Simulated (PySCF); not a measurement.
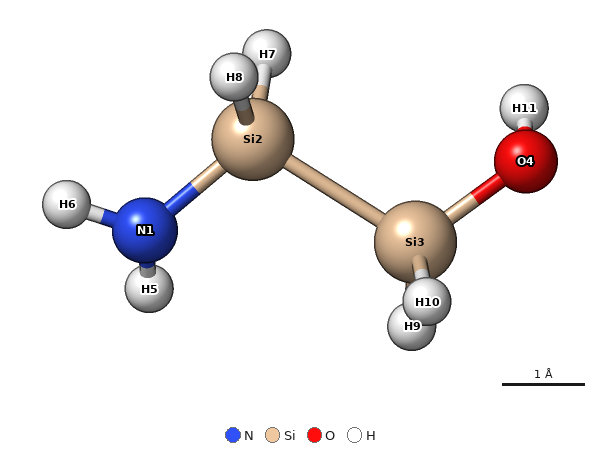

Figure 1. The input geometry (ball-and-stick view, seen on its broad side; atoms are numbered from 1 in the order of the input). Bond lengths as drawn: H–N 1.01 Å, H–O 0.96 Å, H–Si 1.49 to 1.51 Å, N–Si 1.74 Å, O–Si 1.67 Å and Si–Si 2.35 Å.

Spin–spin coupling calculation of Si2NH7O

Si2NH7O, computed with B3LYP/def2-TZVP indirect spin-spin coupling, non-relativistic, gas phase (PySCF 2.14.0).

The geometry comes from this level: PBE0-D3(BJ)/def2-SVP. Figures and captions count atoms from 1; the log counts them from 0 in places.

What the program printed:
```
coarse grid: 9736 points
cycle   1  E = -713.2213337480  dE =  1.247e-01  |g| = 8.938e-01  |ddm| = 2.346e+00
cycle   2  E = -712.8653377087  dE =  3.560e-01  |g| = 1.608e+00  |ddm| = 1.571e+00
cycle   3  E = -713.3634881937  dE = -4.982e-01  |g| = 1.200e-01  |ddm| = 1.181e+00
cycle   4  E = -713.3651264779  dE = -1.638e-03  |g| = 8.474e-02  |ddm| = 1.201e-01
cycle   5  E = -713.3665421475  dE = -1.416e-03  |g| = 1.181e-02  |ddm| = 5.537e-02
cycle   6  E = -713.3665727369  dE = -3.059e-05  |g| = 2.209e-03  |ddm| = 9.489e-03
cycle   7  E = -713.3665738516  dE = -1.115e-06  |g| = 5.447e-04  |ddm| = 2.438e-03
final grid: 83656 points
cycle   8  E = -713.3573728637  dE = -2.301e-05  |g| = 4.157e-03  |ddm| = 1.478e-02
cycle   9  E = -713.3573679965  dE =  4.867e-06  |g| = 6.380e-03  |ddm| = 6.723e-03
cycle  10  E = -713.3573763178  dE = -8.321e-06  |g| = 3.576e-04  |ddm| = 3.957e-03
cycle  11  E = -713.3573763471  dE = -2.928e-08  |g| = 1.495e-04  |ddm| = 4.693e-04
cycle  12  E = -713.3573763517  dE = -4.662e-09  |g| = 5.345e-05  |ddm| = 1.463e-04
cycle  13  E = -713.3573763522  dE = -4.644e-10  |g| = 1.572e-05  |ddm| = 3.531e-05
```

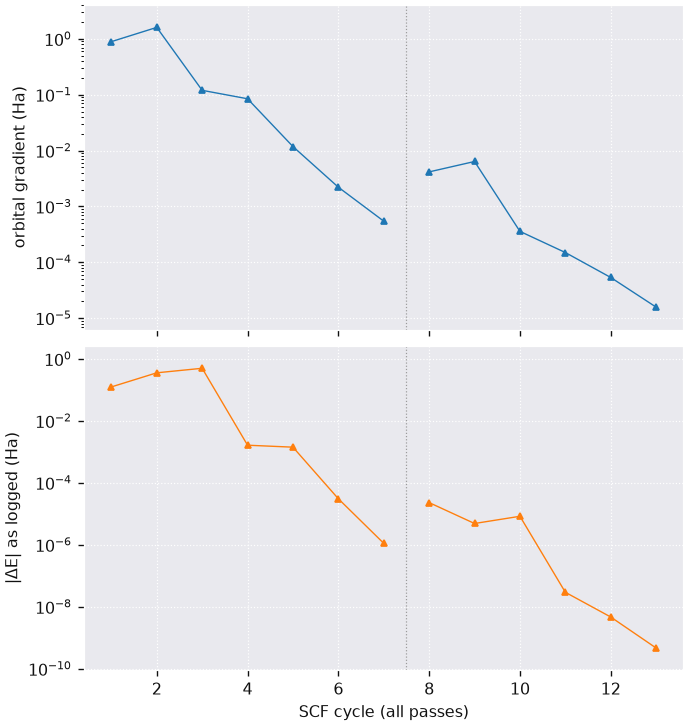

Figure 2. Convergence of the self-consistent field: orbital gradient and size of the energy change against the SCF cycle. The dotted line marks the change from a coarse to the final integration grid. The first 7 cycles use a coarse grid, the final grid takes over at cycle 8, and the field converges after 13 cycles in all.

```
converged SCF energy = -713.3573763522

Indirect spin-spin couplings (Hz)
  i      j    bonds     total        FC       PSO       DSO        SD
  0 N    1 Si   1      5.295     7.450    -2.522     0.028     0.339
  0 N    2 Si   2      8.364     8.457    -0.077    -0.002    -0.014
  0 N    3 O    3      0.012     0.086    -0.070    -0.017     0.013
  0 N    4 H    1    -73.745   -70.038    -3.160    -0.294    -0.253
  0 N    5 H    1    -73.078   -69.422    -3.127    -0.285    -0.243
  0 N    6 H    2     -1.219    -1.276    -0.096     0.159    -0.006
  0 N    7 H    2     -6.807    -6.863    -0.066     0.107     0.015
  0 N    8 H    3      0.900     0.923    -0.024    -0.013     0.015
  0 N    9 H    3     -0.075    -0.096    -0.011     0.032     0.001
  0 N   10 H    4      0.244     0.181    -0.048     0.099     0.011
  1 Si   2 Si   1     87.576    85.138    -0.558     0.043     2.952
  1 Si   3 O    2     -0.318    -0.071    -0.386    -0.012     0.151
  1 Si   4 H    2     -1.185    -1.902     0.437     0.362    -0.082
  1 Si   5 H    2      1.648     0.894     0.441     0.382    -0.070
  1 Si   6 H    1   -149.135  -149.440     0.751    -0.265    -0.181
  1 Si   7 H    1   -170.494  -170.705     0.684    -0.261    -0.212
  1 Si   8 H    2    -16.866   -16.862    -0.027     0.095    -0.073
  1 Si   9 H    2    -12.032   -12.049    -0.037     0.120    -0.066
  1 Si  10 H    3      0.260     0.202     0.004    -0.015     0.070
  2 Si   3 O    1    -30.938   -25.805    -5.987     0.032     0.822
  2 Si   4 H    3     -0.238    -0.273     0.002    -0.026     0.059
  2 Si   5 H    3    -11.258   -11.341    -0.211     0.299    -0.005
  2 Si   6 H    2    -16.057   -16.030    -0.030     0.086    -0.083
  2 Si   7 H    2     -5.714    -5.728    -0.014     0.111    -0.084
  2 Si   8 H    1   -158.252  -158.706     0.963    -0.289    -0.220
  2 Si   9 H    1   -186.190  -186.611     0.982    -0.283    -0.278
  2 Si  10 H    2      1.906     1.080     0.469     0.488    -0.131
  3 O    6 H    3      0.190     0.204    -0.025     0.011         -
  3 O    7 H    3      0.101     0.043    -0.011     0.068         -
  3 O    8 H    2     -3.319    -3.360    -0.169     0.210         -
  3 O    9 H    2    -17.053   -16.985    -0.212     0.144         -
  3 O   10 H    1    -76.011   -62.695   -12.904    -0.412         -
  4 H    5 H    2     -8.006    -8.712     5.447    -4.741         -
  4 H    6 H    3     -2.021    -1.620     0.906    -1.307         -
  4 H    7 H    3     10.666    11.605     2.007    -2.945         -
  4 H    8 H    4      0.252    -0.104    -0.740     1.097         -
  4 H   10 H    5     -0.254     0.011     0.440    -0.704         -
  5 H    6 H    3     -1.767    -1.344     0.928    -1.351         -
  5 H    7 H    3      1.132     1.251     0.425    -0.543         -
  5 H    8 H    4     -0.892    -0.618     0.984    -1.258         -
  5 H    9 H    4      0.166     0.477     0.830    -1.142         -
  5 H   10 H    5     -0.483    -0.121     0.760    -1.122         -
  6 H    7 H    2      8.775     9.438     0.803    -1.466         -
  6 H    8 H    3     -2.296    -2.043     0.343    -0.596         -
  6 H    9 H    3      8.181     8.994     0.959    -1.772         -
  6 H   10 H    4      0.363    -0.002    -0.867     1.232         -
  7 H    8 H    3      8.315     9.138     0.958    -1.781         -
  7 H    9 H    3     -0.769    -0.709     0.099    -0.158         -
  7 H   10 H    4     -0.171     0.032     0.344    -0.547         -
  8 H    9 H    2      7.580     8.353     0.855    -1.628         -
  8 H   10 H    3     -1.492    -1.119     1.020    -1.393         -
  9 H   10 H    3      9.530    10.576     2.584    -3.631         -
```

The run was set up as follows.

Input file:
```
{"job": {"kind": "j", "xc": "B3LYP", "basis": "def2-TZVP"}, "charge": 0, "multiplicity": 1}
N     -1.908267    -0.193266    -0.871941
Si    -0.788487    -0.191898     0.454277
Si     1.379587    -0.067441    -0.441960
O      2.510997     0.260243     0.748645
H     -1.820975     0.507352    -1.599434
H     -2.882481    -0.426748    -0.714820
H     -0.933854     0.930159     1.455301
H     -0.993271    -1.454295     1.230321
H      1.382190     0.981969    -1.519515
H      1.797019    -1.355378    -1.064510
H      2.292780     0.982172     1.345162
```

The first line tells a small driver script what to run in PySCF; the rest is the geometry in Å.

Launch command:
```bash
OMP_NUM_THREADS=1 python <driver script> task.json out
```

Key numbers:

```tsv
quantity	value
outcome	converged
total energy	−713.357376 hartree
HOMO	−7.05 eV
LUMO	−0.78 eV
dipole moment	2.41 D
hardware	1 CPU thread, shared host
wall time	32 s
peak memory	0.8 GiB
```
